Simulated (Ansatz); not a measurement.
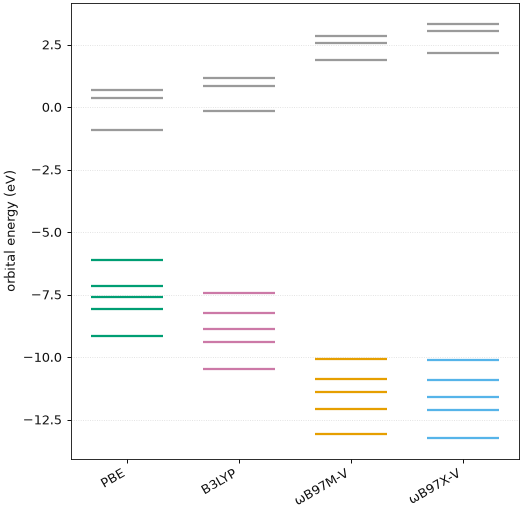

Frontier orbital energies of C₂H₈BNO, SMILES BNCOC at one geometry, def2-TZVPP, the Ansatz code 0.2.0, at a PBE0-D4/def2-TZVP geometry (no frequency check). Empty levels are grey, levels within 0.1 eV stand side by side; all columns show the same few orbitals around the gap.

Question: How do the frontier levels move from column to column?

Answer: The separation grows from 5.21 eV (PBE) to 12.31 eV (ωB97X-V).

| level | HOMO (eV) | LUMO (eV) | separation (eV) |
| --- | --- | --- | --- |
| PBE | −6.11 | −0.90 | 5.21 |
| B3LYP | −7.45 | −0.16 | 7.28 |
| ωB97M-V | −10.08 | 1.88 | 11.97 |
| ωB97X-V | −10.13 | 2.17 | 12.31 |

Caveats, for all or some of the runs: empty levels above zero depend strongly on the basis; one conformer of a flexible molecule.
